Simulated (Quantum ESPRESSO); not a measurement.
## Collinear magnetic orders of La2Fe2S2O3 with Quantum ESPRESSO

Aim: find out which collinear order of La2Fe2S2O3 costs least.

Calculated with Quantum ESPRESSO 7.5; LDA with U = 4.5 eV on Fe d (ortho-atomic projectors); plane waves with GBRV 1.5 LDA potentials, no spin-orbit coupling.

The experiments to compare with:

“Magnetic and Structural Properties of the Iron Oxychalcogenides La2O2Fe2OM2 (M= S, Se)” (2018, arxiv:1801.00342) reports for La2Fe2O3S2, tetragonal layered oxychalcogenide, by neutron powder diffraction, magnetic Rietveld (solid-state synthesised powder, 4 K): moment (ordered Fe2+ moment) 2.32 ± 0.04 μB [moment depends on the assumed non-collinear AFM3 magnetic model].

## 1. Set-up

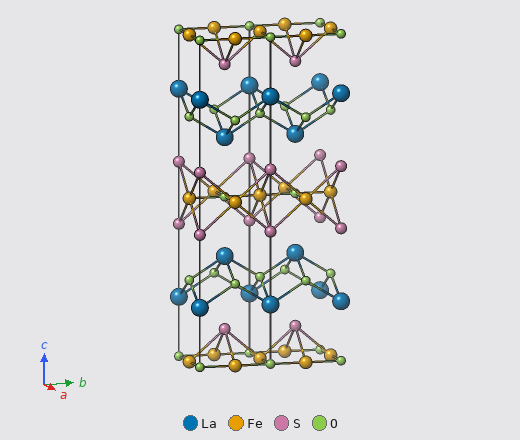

The starting structure, seen slightly off an axis (lanthanum blue, iron orange, sulfur pink, oxygen green). 1×2×1 cells are drawn. This picture shows the conventional cell, with its axes. Some periodic images of atoms are drawn too.

The cell comes from Materials Project 2023-11-01, a database of computed structures, and need not be the stable phase.

## 2. Run 1, typed as ferro ++

The signs are those of the starting moments on the seeded atoms, the atoms that are given a moment.

Contents of pw.in:

```
&CONTROL
  calculation = 'scf'
  prefix = 'pwscf'
  outdir = './tmp'
  pseudo_dir = './pseudo'
  disk_io = 'nowf'
/
&SYSTEM
  ibrav = 0
  celldm(1) = 8
  nat = 9
  ntyp = 4
  ecutwfc = 40
  ecutrho = 280
  nbnd = 59
  occupations = 'smearing'
  smearing = 'fd'
  degauss = 0.00367493
  nspin = 2
  starting_magnetization(1) = 0
  starting_magnetization(2) = 0.25
  starting_magnetization(3) = 0
  starting_magnetization(4) = 0
/
&ELECTRONS
  conv_thr = 1.8d-08
  electron_maxstep = 150
  mixing_beta = 0.3
/
ATOMIC_SPECIES
La    138.9055 la_lda_v1.uspp.F.UPF
Fe     55.8450 fe_lda_v1.5.uspp.F.UPF
S      32.0600 s_lda_v1.4.uspp.F.UPF
O      15.9990 o_lda_v1.2.uspp.F.UPF
CELL_PARAMETERS alat
  -0.4780716549912    0.4780716549912    2.1477261805371
   0.4780716549912   -0.4780716549912    2.1477261805371
   0.4780716549912    0.4780716549912   -2.1477261805371
ATOMIC_POSITIONS crystal
La      0.1818010000    0.1818010000    0.0000000000
La      0.8181990000    0.8181990000    0.0000000000
Fe      0.5000000000    0.0000000000    0.5000000000
Fe      0.0000000000    0.5000000000    0.5000000000
S       0.4049150000    0.4049150000    0.0000000000
S       0.5950850000    0.5950850000    0.0000000000
O       0.7500000000    0.2500000000    0.5000000000
O       0.2500000000    0.7500000000    0.5000000000
O       0.0000000000    0.0000000000    0.0000000000
K_POINTS automatic
8 8 8 0 0 0
HUBBARD {ortho-atomic}
U Fe-3d 4.5000
```

On the command line:

```bash
OMP_NUM_THREADS=1 mpirun -n 8 pw.x -nk 8 -in pw.in > pw.out
```

Log:

```text
Program PWSCF v.7.5 starts

     Message from routine setup:
     using ibrav=0 with symmetry is DISCOURAGED, use correct ibrav instead

     K-points division:     npool     =       8
     Subspace diagonalization in iterative solution of the eigenvalue problem:

     G-vector sticks info
     --------------------
     sticks:   dense  smooth     PW     G-vecs:    dense   smooth      PW
     Sum        4123    2369    829                79499    34457    7137

     Using Slab Decomposition

     bravais-lattice index     =            0
     lattice parameter (alat)  =       8.0000  a.u.
     unit-cell volume          =    1005.2981 (a.u.)^3
     number of atoms/cell      =            9
     number of atomic types    =            4
     number of electrons       =        84.00
     number of Kohn-Sham states=           59
     kinetic-energy cutoff     =      40.0000  Ry
     charge density cutoff     =     280.0000  Ry
     scf convergence threshold =      1.8E-08
     mixing beta               =       0.3000
     number of iterations used =            8  plain     mixing
     Exchange-correlation= SLA  PZ   NOGX NOGC
                           (   1   1   0   0   0   0   0)
     Hubbard projectors: ortho-atomic
     Hubbard parameters of DFT+U (Dudarev formulation) in eV:
     U(Fe-3d) =  4.5000

     Internal variables: lda_plus_u =T, lda_plus_u_kind = 0

     Internal variables: orbital_resolved =F, hub_pot_fix =F, apply_U = F

     celldm(1)=   8.000000  celldm(2)=   0.000000  celldm(3)=   0.000000
     celldm(4)=   0.000000  celldm(5)=   0.000000  celldm(6)=   0.000000

     crystal axes: (cart. coord. in units of alat)
               a(1) = (  -0.478072   0.478072   2.147726 )
               a(2) = (   0.478072  -0.478072   2.147726 )
               a(3) = (   0.478072   0.478072  -2.147726 )

     reciprocal axes: (cart. coord. in units 2 pi/alat)
               b(1) = ( -0.000000  1.045868  0.232804 )
               b(2) = (  1.045868 -0.000000  0.232804 )
               b(3) = (  1.045868  1.045868  0.000000 )

     PseudoPot. # 1 for La read from file:
     la_lda_v1.uspp.F.UPF
     Pseudo is Ultrasoft + core correction, Zval = 11.0
     Generated by new atomic code, or converted to UPF format
     Using radial grid of  995 points,  8 beta functions with:
                l(1) =   0
                l(2) =   0
                l(3) =   1
                l(4) =   1
                l(5) =   2
                l(6) =   2
                l(7) =   3
                l(8) =   3
     Q(r) pseudized with  8 coefficients,  rinner =    1.700   1.700   1.700
                                                       1.700   1.700   1.700
                                                       1.700

     PseudoPot. # 2 for Fe read from file:
     fe_lda_v1.5.uspp.F.UPF
     Pseudo is Ultrasoft + core correction, Zval = 16.0
     Generated by new atomic code, or converted to UPF format
     Using radial grid of  861 points,  6 beta functions with:
                l(1) =   0
                l(2) =   0
                l(3) =   1
                l(4) =   1
                l(5) =   2
                l(6) =   2
     Q(r) pseudized with  8 coefficients,  rinner =    1.000   1.000   1.000
                                                       1.000   1.000

     PseudoPot. # 3 for S  read from file:
     s_lda_v1.4.uspp.F.UPF
     Pseudo is Ultrasoft + core correction, Zval =  6.0
     Generated by new atomic code, or converted to UPF format
     Using radial grid of  907 points,  6 beta functions with:
                l(1) =   0
                l(2) =   0
                l(3) =   1
                l(4) =   1
                l(5) =   2
                l(6) =   2
     Q(r) pseudized with  8 coefficients,  rinner =    1.300   1.300   1.300
                                                       1.300   1.300

     PseudoPot. # 4 for O  read from file:
     o_lda_v1.2.uspp.F.UPF
     Pseudo is Ultrasoft + core correction, Zval =  6.0
     Generated by new atomic code, or converted to UPF format
     Using radial grid of  737 points,  5 beta functions with:
                l(1) =   0
                l(2) =   0
                l(3) =   1
                l(4) =   1
                l(5) =   2
     Q(r) pseudized with  8 coefficients,  rinner =    0.900   0.900   0.900
                                                       0.900   0.900

     atomic species   valence    mass     pseudopotential
     La               11.00   138.90550     La( 1.00)
     Fe               16.00    55.84500     Fe( 1.00)
     S                 6.00    32.06000     S ( 1.00)
     O                 6.00    15.99900     O ( 1.00)

     Starting magnetic structure
     atomic species   magnetization
     La              0.000
     Fe              0.250
     S               0.000
     O               0.000

     16 Sym. Ops., with inversion, found

   Cartesian axes

     site n.     atom                  positions (alat units)
         1        La     tau(   1) = (  -0.0000000  -0.0000000   0.7809175  )
         2        La     tau(   2) = (   0.0000000   0.0000000   3.5145348  )
         3        Fe     tau(   3) = (   0.0000000   0.4780717   0.0000000  )
         4        Fe     tau(   4) = (   0.4780717   0.0000000   0.0000000  )
         5        S      tau(   5) = (   0.0000000   0.0000000   1.7392931  )
         6        S      tau(   6) = (   0.0000000   0.0000000   2.5561593  )
         7        O      tau(   7) = (   0.0000000   0.4780717   1.0738631  )
         8        O      tau(   8) = (   0.4780717   0.0000000   1.0738631  )
         9        O      tau(   9) = (   0.0000000   0.0000000   0.0000000  )

     number of k points=    59  Fermi-Dirac smearing, width (Ry)=  0.0037
                       cart. coord. in units 2pi/alat
        k(    1) = (   0.0000000   0.0000000   0.0000000), wk =   0.0019531
        k(    2) = (   0.1307335   0.1307335   0.0000000), wk =   0.0078125
        k(    3) = (   0.2614671   0.2614671   0.0000000), wk =   0.0078125
        k(    4) = (   0.3922006   0.3922006   0.0000000), wk =   0.0078125
        k(    5) = (  -0.5229342  -0.5229342   0.0000000), wk =   0.0039062
        [... 54 further k-points ...]

     Dense  grid:    79499 G-vectors     FFT dimensions: (  96,  96,  96)

     Smooth grid:    34457 G-vectors     FFT dimensions: (  75,  75,  75)

     Check: negative core charge=   -0.000017
     Generating pointlists ...
     new r_m :   0.2313 (alat units)  1.8503 (a.u.) for type    1
     new r_m :   0.1972 (alat units)  1.5776 (a.u.) for type    2
     new r_m :   0.2594 (alat units)  2.0750 (a.u.) for type    3
     new r_m :   0.1972 (alat units)  1.5776 (a.u.) for type    4

     Initial potential from superposition of free atoms

     starting charge      81.9426, renormalised to      84.0000

     negative rho (up, down):  8.527E-02 8.527E-02

     STARTING HUBBARD OCCUPATIONS:

     =================== HUBBARD OCCUPATIONS ===================
     ------------------------ ATOM    3 ------------------------
     Tr[ns(  3)] (up, down, total) =   5.00000  0.00000  5.00000
     Atomic magnetic moment for atom   3 =   5.00000
     [... lines left out ...]
     ------------------------ ATOM    4 ------------------------
     Tr[ns(  4)] (up, down, total) =   5.00000  0.00000  5.00000
     Atomic magnetic moment for atom   4 =   5.00000
     [... lines left out ...]
     Number of occupied Hubbard levels =   10.0000

     Atomic wfc used for Hubbard projectors are orthogonalized

     Starting wfcs are   86 randomized atomic wfcs

     Self-consistent Calculation

     iteration #  1     ecut=    40.00 Ry     beta= 0.30
     Davidson diagonalization with overlap
     ethr =  1.00E-02,  avg # of iterations =  4.6

     =================== HUBBARD OCCUPATIONS ===================
     ------------------------ ATOM    3 ------------------------
     Tr[ns(  3)] (up, down, total) =   4.95805  3.89159  8.84963
     Atomic magnetic moment for atom   3 =   1.06646
     [... lines left out ...]
     ------------------------ ATOM    4 ------------------------
     Tr[ns(  4)] (up, down, total) =   4.95805  3.89159  8.84963
     Atomic magnetic moment for atom   4 =   1.06646
     [... lines left out ...]
     Number of occupied Hubbard levels =   17.6993

     negative rho (up, down):  8.284E-02 8.278E-02

     total energy              =    -834.34372697 Ry
     estimated scf accuracy    <      37.58458744 Ry

     total magnetization       =     2.56 Bohr mag/cell
     absolute magnetization    =     3.12 Bohr mag/cell

     iteration #  2     ecut=    40.00 Ry     beta= 0.30
     Davidson diagonalization with overlap
     ethr =  1.00E-02,  avg # of iterations =  7.2

     negative rho (up, down):  1.444E-03 1.513E-03

     total energy              =    -825.24618379 Ry
     estimated scf accuracy    <     563.62560757 Ry

     total magnetization       =     0.14 Bohr mag/cell
     absolute magnetization    =     0.28 Bohr mag/cell

     iteration #  3     ecut=    40.00 Ry     beta= 0.30
     Davidson diagonalization with overlap
     ethr =  1.00E-02,  avg # of iterations =  9.5

     negative rho (up, down):  8.549E-03 8.697E-03

     total energy              =    -850.34836498 Ry
     estimated scf accuracy    <       8.91156104 Ry

     total magnetization       =     5.27 Bohr mag/cell
     absolute magnetization    =     5.50 Bohr mag/cell

     [... further iterations left out ...]

     iteration # 18     ecut=    40.00 Ry     beta= 0.30
     Davidson diagonalization with overlap
     ethr =  1.80E-09,  avg # of iterations =  4.3

     negative rho (up, down):  6.079E-02 6.216E-02

     total energy              =    -850.72863641 Ry
     estimated scf accuracy    <       0.00000028 Ry

     total magnetization       =     8.00 Bohr mag/cell
     absolute magnetization    =     8.03 Bohr mag/cell

     iteration # 19     ecut=    40.00 Ry     beta= 0.30
     Davidson diagonalization with overlap
     ethr =  3.38E-10,  avg # of iterations =  3.4

     negative rho (up, down):  6.080E-02 6.216E-02

     total energy              =    -850.72863648 Ry
     estimated scf accuracy    <       0.00000008 Ry

     total magnetization       =     8.00 Bohr mag/cell
     absolute magnetization    =     8.03 Bohr mag/cell

     iteration # 20     ecut=    40.00 Ry     beta= 0.30
     Davidson diagonalization with overlap
     ethr =  9.43E-11,  avg # of iterations =  4.8

     negative rho (up, down):  6.080E-02 6.216E-02

     total energy              =    -850.72863657 Ry
     estimated scf accuracy    <       0.00000003 Ry

     total magnetization       =     8.00 Bohr mag/cell
     absolute magnetization    =     8.03 Bohr mag/cell

     iteration # 21     ecut=    40.00 Ry     beta= 0.30
     Davidson diagonalization with overlap
     ethr =  3.90E-11,  avg # of iterations =  3.6

     negative rho (up, down):  6.080E-02 6.216E-02

     Magnetic moment per site  (integrated on atomic sphere of radius R)
     atom   1 (R=0.231)  charge=  6.1905  magn=  0.0092
     atom   2 (R=0.231)  charge=  6.1905  magn=  0.0092
     atom   3 (R=0.197)  charge= 13.2430  magn=  3.3297
     atom   4 (R=0.197)  charge= 13.2430  magn=  3.3297
     atom   5 (R=0.259)  charge=  4.7516  magn=  0.1274
     atom   6 (R=0.259)  charge=  4.7516  magn=  0.1274
     atom   7 (R=0.197)  charge=  5.5293  magn=  0.0061
     atom   8 (R=0.197)  charge=  5.5293  magn=  0.0061
     atom   9 (R=0.197)  charge=  5.5528  magn=  0.2083

     End of self-consistent calculation

     =================== HUBBARD OCCUPATIONS ===================
     ------------------------ ATOM    3 ------------------------
     Tr[ns(  3)] (up, down, total) =   4.92106  1.24998  6.17104
     Atomic magnetic moment for atom   3 =   3.67108
     [... lines left out ...]
     ------------------------ ATOM    4 ------------------------
     Tr[ns(  4)] (up, down, total) =   4.92106  1.24998  6.17104
     Atomic magnetic moment for atom   4 =   3.67108
     [... lines left out ...]
     Number of occupied Hubbard levels =   12.3421

     Number of k-points >= 100: set verbosity='high' to print the bands.

     the Fermi energy is    10.6270 ev

!    total energy              =    -850.72863658 Ry
     estimated scf accuracy    <          3.1E-09 Ry
     smearing contrib. (-TS)   =      -0.00000004 Ry
     internal energy E=F+TS    =    -850.72863654 Ry

     The total energy is F=E-TS. E is the sum of the following terms:
     one-electron contribution =    -501.05729948 Ry
     hartree contribution      =     293.32145108 Ry
     xc contribution           =    -194.29855026 Ry
     ewald contribution        =    -448.83785978 Ry
     Hubbard energy            =       0.14362190 Ry

     total magnetization       =     8.00 Bohr mag/cell
     absolute magnetization    =     8.03 Bohr mag/cell

     convergence has been achieved in  21 iterations

=------------------------------------------------------------------------------=
   JOB DONE.
=------------------------------------------------------------------------------=
```

Wall time 11 min (8 MPI ranks of AMD EPYC 7B13 (Zen 3), shared host); peak memory 3 GiB.

Spin moment in the atom's sphere by atom:

```
atom  spin moment in the atom's sphere (μB)
 La1                                   0.01
 La2                                   0.01
 Fe3                                   3.33
 Fe4                                   3.33
  S5                                   0.13
  S6                                   0.13
  O7                                   0.01
  O8                                   0.01
  O9                                   0.21
```

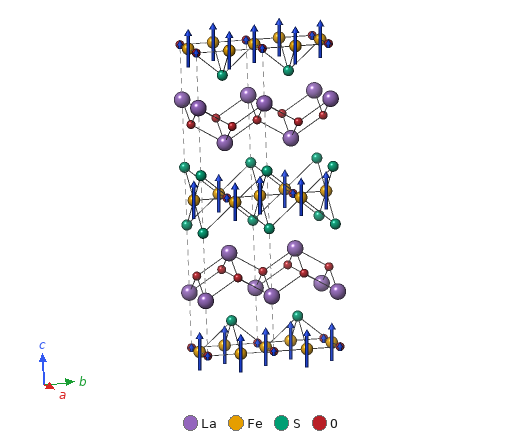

Spin moment in the atom's sphere as arrows, the longest 3.33 μB. Up and down stand for the sign. Arrows give size and sign along the axis of quantisation, drawn up and down the page. Each arrow also spans its atom, so small moments look longer than they are. 1×2×1 conventional cells are drawn. Some periodic images of atoms are drawn too.

This step gave:

* smearing term TS: 5.87e-7 eV
* net moment: 8 μB
* integrated |m|: 8.025 μB
* final state: ferromagnetic

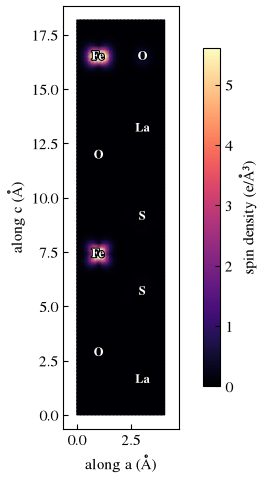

Spin density in the ac plane of the conventional cell at fractional y = 0.000, with atoms of La and Fe and S and O within 0.2 Å of it. The map starts off the cell's origin, so that atoms lie inside it.

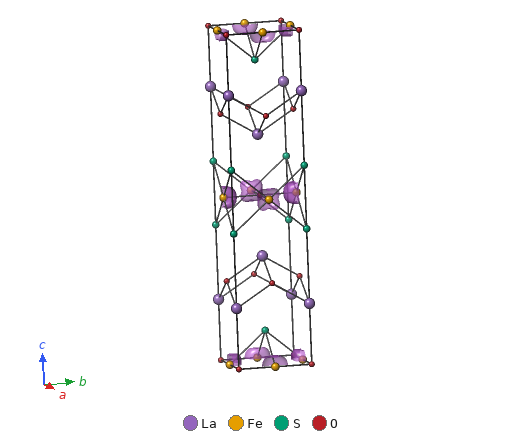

Surface of spin density = 0.55 e/Å³, which holds about 70 % of the integral of its size.

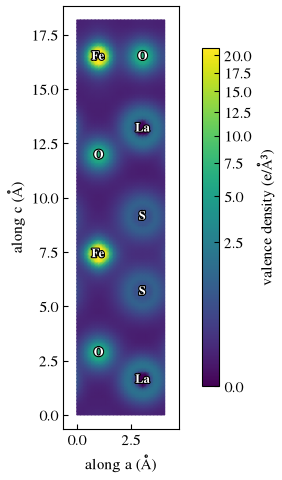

Valence density in the ac plane of the conventional cell at fractional y = 0.000, with atoms of La and Fe and S and O within 0.2 Å of it. It is the smooth field of the valence electrons, not physical close to the nuclei. The map starts off the cell's origin, so that atoms lie inside it. The colour scale is stretched toward low values.

(Continued in part 2 of 2.)

[Logs and program files are shortened in this print: banners, set-up blocks, solver, clock and traceback lines can be left out without a mark of their own.]

[Logs are printed without paths, hosts, clocks, repeated set-up lines and the standing remarks that a program may print on its own settings, such as how far it seeks lower states.]

[Hosts, paths, dates, database ids (printed as entryN), source tags and the programs' standing remarks are cut or masked in the printed files.]

[Where a cell is said to come from a database of computed structures, the database is the Materials Project.]
